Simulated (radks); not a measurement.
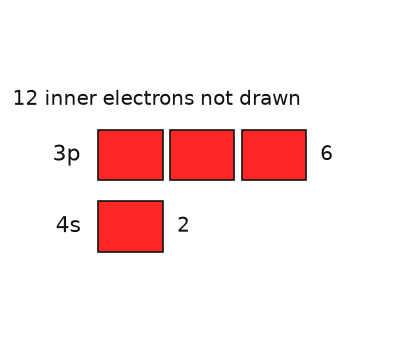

The outer shells as the input fills them: a box for each of the 2l + 1 orbitals, shaded by the share of the shell that is filled, with the electron count at the right.

K⁻: atomic calculation

- system: K⁻, configuration [Ar] 4s2.
- method: scalar-relativistic Kohn-Sham, exchange-only B88, spin-polarised, spherical densities, point nucleus (radks)

Input:
```
Z 19
configuration [Ar] 4s2
relativity scalar-relativistic
functional b88,
spin polarised
nucleus point
c 137.035999084
```

Energies in input and log are in hartree, lengths in bohr.

Hardware: 1 CPU thread, shared host.

Log:
```
1s      1   1.0000        -128.82860974
2s      1   1.0000         -12.30385078
2p      1   3.0000          -9.61819515
3s      1   1.0000          -0.61886435
4s      1   1.0000           0.00960960
1s      2   1.0000        -128.82860974
2s      2   1.0000         -12.30385078
2p      2   3.0000          -9.61819515
3s      2   1.0000          -0.61886435
4s      2   1.0000           0.00960960
Etot 6.359936902534063e+37
Ekin -1.9600838179633088e+18
Encl -1.8495117699398283e+19
Eh 6.359936902534523e+37
Exc -4.597305758710497e+24
err 2.478549256836275e+27
it 39
```

What the run reported:

```tsv
quantity	value
outcome	not converged
total energy	63599369025340633995816114636837617664.0000 hartree
kinetic energy	−1960083817963308800.0000 hartree
electron–nucleus energy	−18495117699398283264.0000 hartree
Hartree energy	63599369025345233580770429671275757568.0000 hartree
exchange–correlation energy	−4597305758710497095450624.0000 hartree
SCF iterations	39
```

What went wrong:

The run did not meet its convergence test in 39 iterations, so its last values are not results.
